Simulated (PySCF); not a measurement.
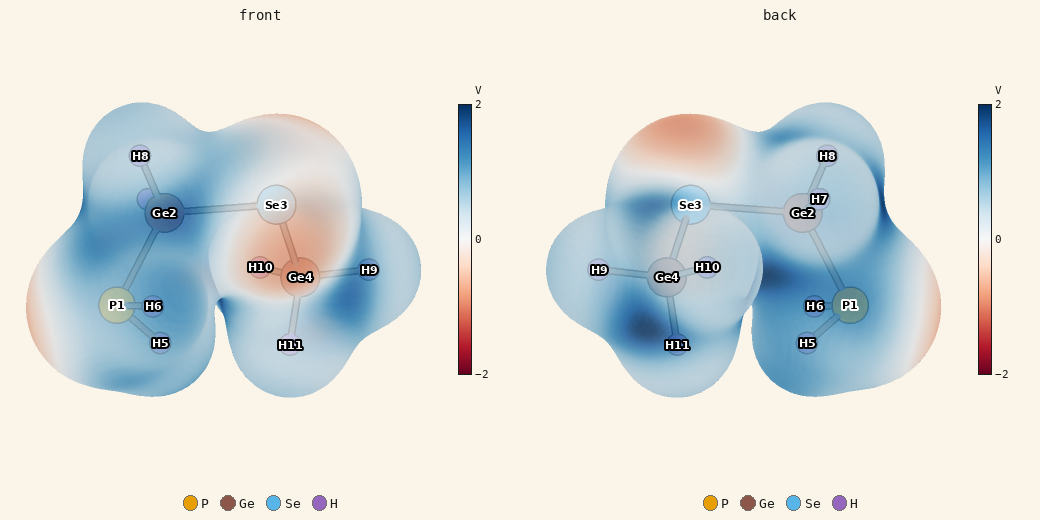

Figure 1: Ge2H7PSe (SMILES [PH2][GeH2][Se][GeH3]). The molecular electrostatic potential painted on the density surface at 0.004 e/bohr³, seen from the front and from behind; red is negative and blue positive.

Geometry: GFN2-xTB.

All numbers below come from PySCF 2.14.0, PBE0/def2-SVPD, SCF density, gas phase.

```
atom    x (Å)    y (Å)    z (Å)
   P   2.2595   1.0301  -0.6205
  Ge   1.2507  -0.9543  -0.0100
  Se  -0.5184  -0.8587   1.5816
  Ge  -2.0599   0.1453   0.1774
   H   1.0378   1.6617  -0.8316
   H   2.3229   1.4662   0.6971
   H   0.7180  -1.6948  -1.2310
   H   2.2456  -1.9181   0.6113
   H  -3.4125   0.0044   0.8020
   H  -2.0634  -0.4927  -1.1853
   H  -1.7749   1.6136  -0.0170
```

Describe the electrostatic potential map.

The most negative region (about −0.9 V) lies over Se3, the most positive (about +1.9 V) over Ge2 and Ge4.

How polar is the molecule by this calculation?

Its dipole moment is 0.92 D.
